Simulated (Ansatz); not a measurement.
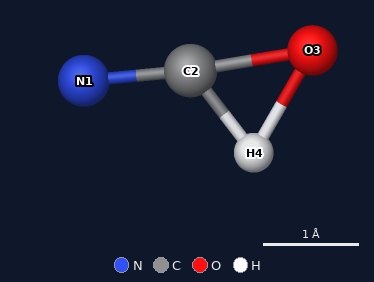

CHNO, before the relaxation. The picture is a ball-and-stick view, seen face on.

The run prepares an end point of a later path (hydrogen shift) calculation, from a guessed geometry.

Theory: RKS PBE-D4/def2-TZVP (Ansatz 0.2.0).

Input file:
```yaml
crystal:
  periodic: [false, false, false]
  atoms:
    - { symbol: "N", position_ang: [-1.3103, -0.2116, 0.886] }
    - { symbol: C, position_ang: [-0.4569, 0.1104, 0.209] }
    - { symbol: O, position_ang: [0.5641, 0.4011, -0.5575] }
    - { symbol: H, position_ang: [-0.42171, 1.10203, -0.24214] }
basis:
  gaussian: { orbitals: def2-TZVP }
hamiltonian:
  xc: pbe
  dispersion: d4
relax:
  f_tol: 0.02
  max_steps: 50
```

Run as
```bash
ansatz run input.yaml --threads 2 --pin off --max-ram 3072MiB --backend cpu --events-out ev --progress --plain --runs-dir out
```

Predict the outcome.

Answer. The largest move after the best rigid fit is that of H4, 0.72 Å. By element the largest moves are H 0.72 Å, N 0.37 Å, O 0.31 Å, C 0.23 Å. Near-neighbour distances that change, for instance: C2–H4 1.090 → 1.878 Å, O3–H4 1.250 → 0.978 Å, N1–C2 1.136 → 1.168 Å, C2–O3 1.309 → 1.303 Å. Bonds break: C2–H4 (1.09 → 1.88 Å). Bond angles that change, for instance: C2–O3–H4 50.3° → 110.1°. After 9 geometry steps the energy has fallen by 63.9 kcal/mol. Largest force component: 5.1 eV/Å at the start, 0.0083 eV/Å at the end.

Final geometry:

```xyz
4

N    -1.3636   -0.5358    1.0596
C    -0.6029   -0.0038    0.3510
O     0.2957    0.5135   -0.4379
H     0.0459    1.4281   -0.6773
```

After the run, drawn alike:

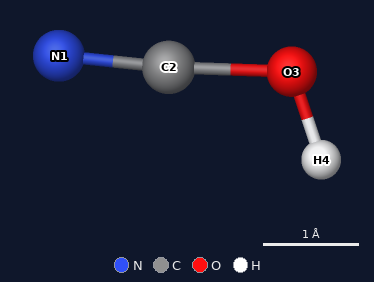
